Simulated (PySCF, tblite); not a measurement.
# C20H12BN: electronic excitations, NMR shifts

Aim: compute the electronic excitations, NMR shifts of C20H12BN (`B1C=Cc2ccc3ccc4ccc5cccc6c5c4c3c2N16`).

Computed with tblite 0.8.0 and PySCF 2.14.0 and routines of our own; the level stands in each step. Atoms count from 0.

## Step 1: The system as given

34 atoms, charge 0, multiplicity 1; geometry from: force field, distance geometry or constructed start.

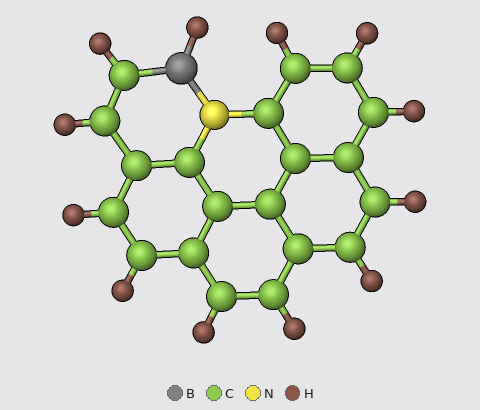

The starting geometry (boron grey, carbon green, nitrogen yellow, hydrogen brown).

## Step 2: Optimising the geometry with GFN2-xTB

What the job is given:

```
{"job": {"kind": "relax", "xc": "GFN2-xTB", "basis": "xTB"}, "charge": 0, "multiplicity": 1}
B      1.274100     2.962000    -0.227500
C      2.819300     2.963200    -0.313900
C      3.491200     1.804200    -0.278600
C      2.794400     0.502800    -0.179200
C      3.566900    -0.670600    -0.147200
C      2.958900    -1.919700    -0.054300
C      1.569400    -2.023100     0.023600
C      0.970600    -3.282800     0.127700
C     -0.416300    -3.402200     0.204500
C     -1.230300    -2.257100     0.187200
C     -2.622000    -2.385400     0.263300
C     -3.436600    -1.256200     0.247100
C     -2.873800     0.024900     0.153800
C     -3.695800     1.151800     0.128800
C     -3.145400     2.429400     0.034100
C     -1.762300     2.588400    -0.040900
C     -0.893600     1.472200    -0.031500
C     -1.463100     0.173500     0.065900
C     -0.637400    -0.968600     0.088100
C      0.771200    -0.855000     0.008500
C      1.375600     0.417600    -0.092800
N      0.549900     1.607000    -0.115500
H      0.711800     4.003000    -0.245700
H      3.354100     3.893400    -0.387000
H      4.568200     1.835300    -0.336600
H      4.642100    -0.614600    -0.207600
H      3.586100    -2.803400    -0.037200
H      1.569900    -4.185100     0.144300
H     -0.859900    -4.386600     0.279100
H     -3.079800    -3.361700     0.345500
H     -4.505000    -1.379900     0.309000
H     -4.777100     1.051900     0.193500
H     -3.790900     3.292600     0.019200
H     -1.392600     3.596500    -0.117000
```

Launch:

```sh
$ OMP_NUM_THREADS=1 python large_run.py task.json out
```

One launch serves the whole session: the jobs run in the order shown.

Output:

```text
step      E/eV     max force
  0   -1446.90450    2.037
  1   -1447.17741    1.197
  2   -1447.26874    0.678
  3   -1447.32471    0.558
  4   -1447.36493    0.414
  5   -1447.39923    0.458
  6   -1447.42292    0.414
  7   -1447.44274    0.301
  8   -1447.45373    0.197
  9   -1447.45911    0.151
 10   -1447.46276    0.127
 11   -1447.46694    0.143
 12   -1447.47057    0.126
 13   -1447.47280    0.113
 14   -1447.47410    0.090
 15   -1447.47520    0.087
 16   -1447.47638    0.079
 17   -1447.47745    0.063
 18   -1447.47813    0.046
 19   -1447.47845    0.031
 20   -1447.47858    0.018
```

Wall time 0.47 s (1 thread of Arm Neoverse V1, shared host); peak memory 0.18 GiB.

Step by step:

```
step  energy from step 0 (eV)  largest force (eV/Å)
   0                   0.0000                2.0373
   1                  -0.2729                1.1972
   2                  -0.3642                0.6784
   3                  -0.4202                0.5576
   4                  -0.4604                0.4138
   5                  -0.4947                0.4581
   6                  -0.5184                0.4138
   7                  -0.5382                0.3005
   8                  -0.5492                0.1975
   9                  -0.5546                0.1516
  10                  -0.5583                0.1266
  11                  -0.5624                0.1437
  12                  -0.5661                0.1265
  13                  -0.5683                0.1132
  14                  -0.5696                0.0898
  15                  -0.5707                0.0867
  16                  -0.5719                0.0789
  17                  -0.5729                0.0631
  18                  -0.5736                0.0460
  19                  -0.5739                0.0307
  20                  -0.5741                0.0185
```

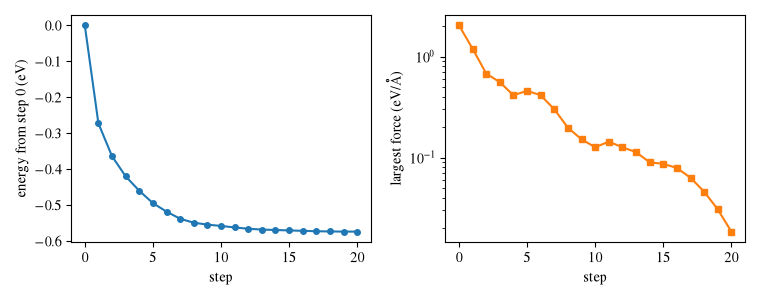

Energy and force, step by step.

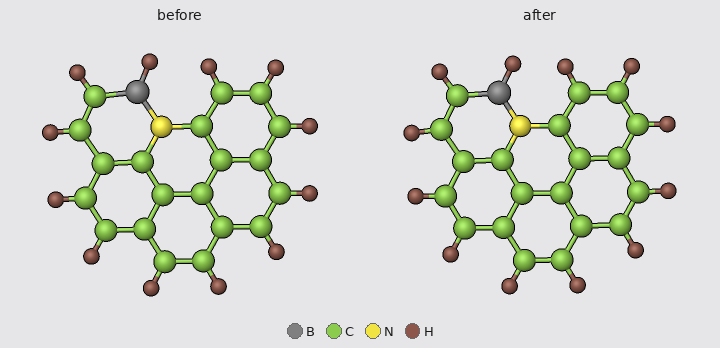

Before and after, at one scale.

Distances of close pairs at the start and the end, largest changes first:

```
   bond  before (Å)  after (Å)  change (Å)
 B0–N21       1.540      1.438      -0.102
C20–N21       1.448      1.386      -0.062
  C2–C3       1.480      1.421      -0.059
C16–N21       1.452      1.410      -0.042
C10–C11       1.392      1.355      -0.037
  B0–C1       1.548      1.512      -0.035
  C4–C5       1.392      1.358      -0.034
  C7–C8       1.394      1.360      -0.034
```

The final coordinates are the input of the step that follows.

## Step 3: Electronic excitations: TDA CAM-B3LYP/def2-SVP

What the job is given:

```
{"job": {"kind": "uv", "basis": "def2-SVP", "grid": 1, "kgrid": 0, "vcut": 1.5, "nstates": 6, "ntriplets": 2, "tda": true, "delta": ["ip_vertical"], "pop": true, "xc": "CAM-B3LYP"}, "charge": 0, "multiplicity": 1}
B      1.199194     2.877821    -0.216532
C      2.708081     2.933675    -0.300447
C      3.416352     1.781845    -0.275364
C      2.752826     0.529863    -0.172282
C      3.534905    -0.648330    -0.149882
C      2.975962    -1.882511    -0.054167
C      1.574215    -2.009575     0.025970
C      0.959056    -3.278545     0.126177
C     -0.393285    -3.405300     0.203819
C     -1.224247    -2.263640     0.186212
C     -2.636244    -2.364075     0.265777
C     -3.413034    -1.253771     0.246059
C     -2.846407     0.046058     0.146595
C     -3.652413     1.190205     0.127085
C     -3.064801     2.425821     0.030646
C     -1.682665     2.560169    -0.048386
C     -0.836106     1.459129    -0.033428
C     -1.437736     0.179710     0.066340
C     -0.637591    -0.990762     0.087111
C      0.769721    -0.847104     0.005822
C      1.347715     0.446016    -0.093695
N      0.565802     1.590577    -0.113891
H      0.582925     3.867546    -0.235707
H      3.250579     3.866722    -0.380409
H      4.498238     1.764644    -0.332002
H      4.608274    -0.536893    -0.211970
H      3.585902    -2.773409    -0.038361
H      1.595558    -4.151659     0.139555
H     -0.852471    -4.380371     0.280596
H     -3.077851    -3.346950     0.341812
H     -4.489193    -1.330800     0.307030
H     -4.725810     1.087160     0.187887
H     -3.673854     3.318016     0.014468
H     -1.289663     3.556472    -0.121616
```

Level: TDA CAM-B3LYP/def2-SVP, vertical, gas phase, core orbitals frozen in the response, virtual orbitals cut by energy.

Output:

```text
start: PBE on a coarse grid of 29472 points
cycle   1  E = -847.0381848095  dE =  3.814e+00  |g| = 7.765e-01  |ddm| = 9.198e+00
cycle   2  E = -846.7081393184  dE =  3.300e-01  |g| = 1.345e+00  |ddm| = 2.854e+00
cycle   3  E = -847.1373645102  dE = -4.292e-01  |g| = 5.258e-01  |ddm| = 2.126e+00
cycle   4  E = -847.2170612750  dE = -7.970e-02  |g| = 1.036e-01  |ddm| = 8.383e-01
cycle   5  E = -847.2187281037  dE = -1.667e-03  |g| = 7.337e-02  |ddm| = 2.510e-01
cycle   6  E = -847.2202700488  dE = -1.542e-03  |g| = 1.757e-02  |ddm| = 1.108e-01
cycle   7  E = -847.2203416873  dE = -7.164e-05  |g| = 9.211e-03  |ddm| = 3.712e-02
final grid: 129880 points
cycle   8  E = -847.9729423792  dE = -1.379e-02  |g| = 4.513e-02  |ddm| = 8.429e-01
cycle   9  E = -847.9733961815  dE = -4.538e-04  |g| = 4.063e-02  |ddm| = 1.512e-01
cycle  10  E = -847.9737917427  dE = -3.956e-04  |g| = 1.220e-02  |ddm| = 5.857e-02
cycle  11  E = -847.9738427532  dE = -5.101e-05  |g| = 4.236e-03  |ddm| = 2.667e-02
cycle  12  E = -847.9738503887  dE = -7.636e-06  |g| = 1.822e-03  |ddm| = 8.741e-03
cycle  13  E = -847.9738503462  dE =  4.249e-08  |g| = 7.261e-04  |ddm| = 3.576e-03
cycle  14  E = -847.9738503197  dE =  2.653e-08  |g| = 2.986e-04  |ddm| = 2.329e-03
cycle  15  E = -847.9738507228  dE = -4.031e-07  |g| = 7.670e-05  |ddm| = 7.742e-04
converged SCF energy = -847.9738507228
Vertical ionisation energy (delta-SCF) = 7.0213 eV   <S^2> = 0.798

Static polarisability (au): isotropic 239.049, principal 87.714 306.600 322.832

Singlet excitations
state   eV       nm        f      main configurations
  1   3.6501    339.7   0.18066   H->L 0.75, H-1->L+1 0.10
  2   4.0169    308.7   0.03212   H->L+1 0.61, H-1->L 0.24, H->L 0.08
  3   4.3224    286.8   0.04119   H->L+2 0.86
  4   4.7620    260.4   0.34704   H-1->L+1 0.54, H-2->L 0.17
  5   4.8200    257.2   0.09819   H->L+3 0.40, H-1->L+2 0.18, H-1->L 0.13
  6   4.9377    251.1   0.47576   H-1->L 0.44, H->L+1 0.21, H->L+4 0.10

Triplet excitations (Tamm-Dancoff, eV): 2.7327 2.9841
```

Wall time 2.9 min (1 thread of Arm Neoverse V1, shared host); peak memory 0.73 GiB.

The orbitals next to the gap, with their largest atomic shares:

```
orbital     eV                        atoms
 HOMO−4  -9.25  C11 16 %, C2 14 %, C18 11 %
 HOMO−3  -8.79  C13 16 %, C4 15 %, C16 14 %
 HOMO−2  -8.33  C1 11 %, C12 11 %, C15 10 %
 HOMO−1  -7.32    C8 14 %, C1 10 %, C10 9 %
   HOMO  -6.57     C13 10 %, C5 9 %, C9 8 %
   LUMO  -0.71     B0 13 %, C2 11 %, C6 8 %
 LUMO+1  -0.18    C18 15 %, C7 15 %, C8 8 %
 LUMO+2   0.41  C17 19 %, C20 14 %, C10 8 %
 LUMO+3   0.88  C4 11 %, C16 11 %, C15 11 %
```

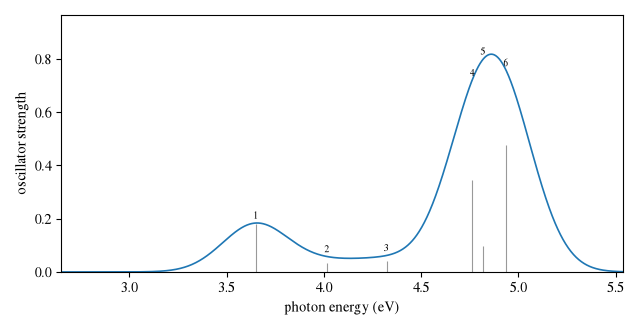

Absorption spectrum from the 6 singlet states computed; above the last one it falls off for lack of states. Lines are broadened to a width of 0.40 eV (Gaussian).

Further results of this job:

```
           property  computed
  dipole moment (D)      1.29
polarisability (Å³)     35.42
 HOMO–LUMO gap (eV)      5.86
      −ε(HOMO) (eV)      6.57
```

## Step 4: NMR shifts: GIAO KT3/pcSseg-1

The job, as its differences from that of step 3:

```diff
@@ -1,2 +1,2 @@
-{"job": {"kind": "uv", "basis": "def2-SVP", "grid": 1, "kgrid": 0, "vcut": 1.5, "nstates": 6, "ntriplets": 2, "tda": true, "delta": ["ip_vertical"], "pop": true, "xc": "CAM-B3LYP"}, "charge": 0, "multiplicity": 1}
+{"job": {"kind": "nmr", "xc": "KT3", "basis": "pcSseg-1", "pop": false}, "charge": 0, "multiplicity": 1}
 B      1.199194     2.877821    -0.216532
```

Level: GIAO KT3/pcSseg-1 NMR shielding, non-relativistic, gas phase.

Output:

```text
start: PBE on a coarse grid of 29472 points
cycle   1  E = -847.5242399333  dE =  4.009e+00  |g| = 8.309e-01  |ddm| = 7.402e+00
cycle   2  E = -847.1695877580  dE =  3.547e-01  |g| = 1.415e+00  |ddm| = 2.903e+00
cycle   3  E = -847.6277495356  dE = -4.582e-01  |g| = 5.643e-01  |ddm| = 2.172e+00
cycle   4  E = -847.7174607029  dE = -8.971e-02  |g| = 1.073e-01  |ddm| = 9.123e-01
cycle   5  E = -847.7193310667  dE = -1.870e-03  |g| = 7.343e-02  |ddm| = 2.360e-01
cycle   6  E = -847.7208229632  dE = -1.492e-03  |g| = 1.845e-02  |ddm| = 1.028e-01
cycle   7  E = -847.7209011678  dE = -7.820e-05  |g| = 9.898e-03  |ddm| = 3.639e-02
final grid: 275575 points
cycle   8  E = -863.0848506345  dE = -4.971e-02  |g| = 5.972e-02  |ddm| = 1.731e+00
cycle   9  E = -863.0804611850  dE =  4.389e-03  |g| = 1.433e-01  |ddm| = 2.174e-01
cycle  10  E = -863.0855531066  dE = -5.092e-03  |g| = 2.228e-02  |ddm| = 1.706e-01
cycle  11  E = -863.0856789127  dE = -1.258e-04  |g| = 1.082e-02  |ddm| = 4.377e-02
cycle  12  E = -863.0857125220  dE = -3.361e-05  |g| = 3.597e-03  |ddm| = 1.685e-02
cycle  13  E = -863.0857148774  dE = -2.355e-06  |g| = 8.640e-04  |ddm| = 5.848e-03
cycle  14  E = -863.0857164493  dE = -1.572e-06  |g| = 4.863e-04  |ddm| = 1.654e-03
cycle  15  E = -863.0857156656  dE =  7.837e-07  |g| = 1.121e-04  |ddm| = 7.145e-04
cycle  16  E = -863.0857152305  dE =  4.351e-07  |g| = 4.760e-05  |ddm| = 3.151e-04
converged SCF energy = -863.0857152305

GIAO shielding tensors (ppm)
atom      isotropic    diamagn.    paramagn.     s11        s22        s33       span
  0 B       76.837     192.117    -115.279     35.210     69.152    126.150     90.940
  1 C       59.157     263.297    -204.141    -55.169     52.708    179.931    235.100
  2 C       45.307     243.445    -198.138    -55.200     43.064    148.055    203.255
  3 C       66.527     255.603    -189.077      4.808     18.825    175.949    171.141
  4 C       60.429     249.631    -189.202    -27.788     59.220    149.856    177.644
  5 C       67.888     248.723    -180.835    -17.845     66.706    154.803    172.649
  6 C       60.939     251.574    -190.635     -2.062      4.513    180.366    182.427
  7 C       65.313     247.874    -182.562    -22.379     61.436    156.881    179.260
  8 C       64.448     249.103    -184.655    -24.314     58.690    158.968    183.283
  9 C       66.398     253.433    -187.035      4.396      9.022    185.777    181.381
 10 C       63.487     247.887    -184.400    -24.594     60.453    154.601    179.195
 11 C       63.872     247.844    -183.972    -23.243     62.346    152.513    175.757
 12 C       59.391     250.621    -191.230     -9.860      7.885    180.147    190.007
 13 C       66.586     246.382    -179.795    -20.256     61.421    158.593    178.849
 14 C       63.309     252.835    -189.526    -36.088     55.738    170.276    206.365
 15 C       75.612     251.596    -175.984     -1.526     56.464    171.899    173.425
 16 C       50.981     244.254    -193.273    -25.178     41.500    136.621    161.799
 17 C       69.508     253.835    -184.327      9.584     15.966    182.974    173.391
 18 C       67.897     240.510    -172.614      1.861     14.665    187.163    185.302
 19 C       70.874     251.668    -180.794     10.179     19.294    183.148    172.969
 20 C       56.146     245.742    -189.597     -9.612     26.440    151.609    161.220
 21 N       78.083     336.020    -257.936    -34.136     42.461    225.925    260.060
 22 H       24.722      32.478      -7.756     18.378     25.276     30.510     12.132
 23 H       24.036      28.658      -4.622     21.069     23.461     27.579      6.511
 24 H       23.408      30.942      -7.534     18.601     23.768     27.855      9.254
 25 H       23.876      31.815      -7.939     18.404     25.281     27.942      9.538
 26 H       24.010      32.676      -8.665     18.465     25.679     27.887      9.421
 27 H       23.698      32.481      -8.783     17.697     25.450     27.948     10.251
 28 H       23.715      32.536      -8.821     17.960     25.401     27.784      9.825
 29 H       23.900      32.175      -8.275     18.427     25.441     27.834      9.407
 30 H       23.896      31.684      -7.787     18.329     25.439     27.921      9.592
 31 H       23.969      32.031      -8.062     18.776     25.330     27.800      9.024
 32 H       23.859      28.590      -4.731     18.813     25.809     26.954      8.141
 33 H       22.668      33.739     -11.071     14.059     25.238     28.708     14.649
```

Run time: 51 s. Hardware: 1 thread of Arm Neoverse V1, shared host; peak memory 0.7 GiB.

Shifts follow as δ = σ(reference) − σ, with reference shieldings (ppm) from runs at the same level and on the same kind of geometry: $^{1}$H TMS 31.76, $^{13}$C TMS 184.7, $^{15}$N NH3 264.4, $^{11}$B BF3·OEt2 100.0. The references are single molecules in the gas phase, so shifts against H2O, NH3, PH3, H3PO4 or CFCl3 are not on the usual liquid scales and can be off by tens of ppm.

```
atoms                                               environment  σ (ppm)  δ (ppm)
   C2                                                 alkene CH     45.3    139.4
  C16                          aromatic carbon bearing nitrogen     51.0    133.7
  C20                          aromatic carbon bearing nitrogen     56.1    128.6
   C1                                                 alkene CH     59.2    125.6
  C12                               ring-fusion aromatic carbon     59.4    125.3
   C4                                               aromatic CH     60.4    124.3
   C6                               ring-fusion aromatic carbon     60.9    123.8
  C14                                               aromatic CH     63.3    121.4
  C10                                               aromatic CH     63.5    121.2
  C11                                               aromatic CH     63.9    120.8
   C8                                               aromatic CH     64.4    120.3
   C7                                               aromatic CH     65.3    119.4
   C9                               ring-fusion aromatic carbon     66.4    118.3
   C3                               substituted aromatic carbon     66.5    118.2
  C13                                               aromatic CH     66.6    118.1
   C5                                               aromatic CH     67.9    116.8
  C18                               ring-fusion aromatic carbon     67.9    116.8
  C17                               ring-fusion aromatic carbon     69.5    115.2
  C19                               ring-fusion aromatic carbon     70.9    113.8
  C15                                               aromatic CH     75.6    109.1
  H33                                hydrogen on an aromatic CH    22.67     9.09
  H24                                  hydrogen on an alkene CH    23.41     8.35
  H27                                hydrogen on an aromatic CH    23.70     8.06
  H28                                hydrogen on an aromatic CH    23.71     8.05
  H32                                hydrogen on an aromatic CH    23.86     7.90
  H25                                hydrogen on an aromatic CH    23.88     7.88
  H30                                hydrogen on an aromatic CH    23.90     7.86
  H29                                hydrogen on an aromatic CH    23.90     7.86
  H31                                hydrogen on an aromatic CH    23.97     7.79
  H26                                hydrogen on an aromatic CH    24.01     7.75
  H23                                  hydrogen on an alkene CH    24.04     7.72
  H22  hydrogen on a boron bonded to C, N, in a 6-membered ring    24.72     7.04
   B0             boron bonded to C, N, H, in a 6-membered ring     76.8     23.1
  N21                                     aniline-type nitrogen     78.1    186.3
```

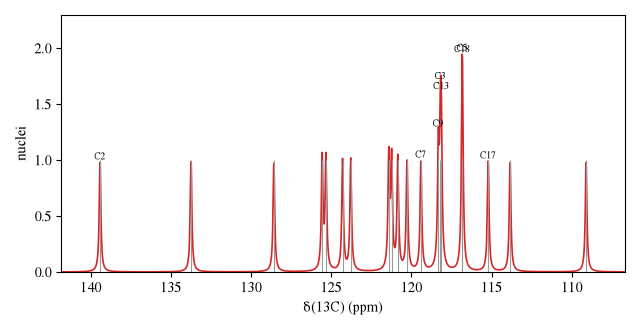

$^{13}$C lines at the computed shifts, without couplings. Lines are broadened to a width of 0.12 ppm (Lorentzian).

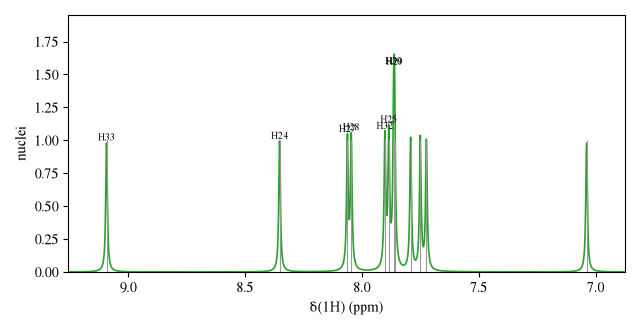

$^{1}$H lines at the computed shifts, without couplings. Lines are broadened to a width of 0.01 ppm (Lorentzian).

Ring of atoms B0, C1, C2, C3, C20, N21: NICS(0) -5.5, NICS(1) -8.1, NICS(1)zz -18.7 ppm (means of both faces).

Ring of atoms C3, C4, C5, C6, C19, C20: NICS(0) -6.5, NICS(1) -9.0, NICS(1)zz -19.6 ppm (means of both faces).

Ring of atoms C6, C7, C8, C9, C18, C19: NICS(0) -9.1, NICS(1) -11.6, NICS(1)zz -27.6 ppm (means of both faces).

## Step 5: Summary of results

| quantity | value |
| --- | --- |
| lowest singlet (CAM-B3LYP/def2-SVP) | 3.65 eV (340 nm), f = 0.181 |
| brightest single state of those computed | state 6, 4.94 eV, f = 0.476 |
| lowest triplet | 2.73 eV |
| $^{13}$C shifts against TMS (KT3/pcSseg-1) | 139.4, 133.7, 128.6, 125.6, 125.3, 124.3, 123.8, 121.4, 121.2, 120.8, 120.3, 119.4, 118.3, 118.2 ppm and more |
| $^{1}$H shifts against TMS (KT3/pcSseg-1) | 9.09, 8.35, 8.06, 8.05, 7.90, 7.88, 7.86, 7.86, 7.79, 7.75, 7.72, 7.04 ppm |
| $^{11}$B shifts against BF3·OEt2 (KT3/pcSseg-1) | 23.1 ppm |
| $^{15}$N shifts against NH3 (KT3/pcSseg-1) | 186.3 ppm |

**Reading.** The first singlet state (HOMO→LUMO 0.75, HOMO−1→LUMO+1 0.10) lies at 3.65 eV and is bright; of the 6 states computed, the strongest absorption comes from state 6 at 4.94 eV (the last computed, so partners may be missing). The lowest triplet lies 0.92 eV below the lowest singlet. At KT3/pcSseg-1: Shielding is most anisotropic at N21 (span 260 ppm, paramagnetic term -258 ppm). NICS(1)zz of -19 ppm above the planar ring from B0 marks a diatropic (aromatic) ring current. NICS(1)zz of -20 ppm above the planar ring from C3 marks a diatropic (aromatic) ring current. NICS(1)zz of -28 ppm above the planar ring from C6 marks a diatropic (aromatic) ring current.
